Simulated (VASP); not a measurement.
Band structure of CaSnF6 (space group Fm-3m). Level of theory: PBEsol GGA, VASP's PBE PAW potentials (set 64) (plane waves; VASP).

Unless said otherwise, spin-orbit coupling is left out, though it shifts the bands of the heavy elements here.

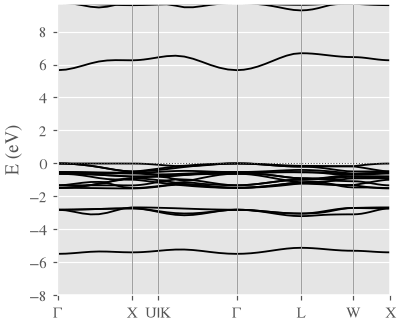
Figure: Bands along high-symmetry lines, zero at the valence-band maximum or, without a gap, the Fermi level

Task: Read the plot: is there a gap, and where are the band edges?

Result: The gap is direct, 5.66 eV, from the valence maximum at Γ to the conduction minimum at Γ.

The structure comes from a computed database's CaSnF6 entry; how it stands against other phases isn't given here. The cell was not relaxed at this level.
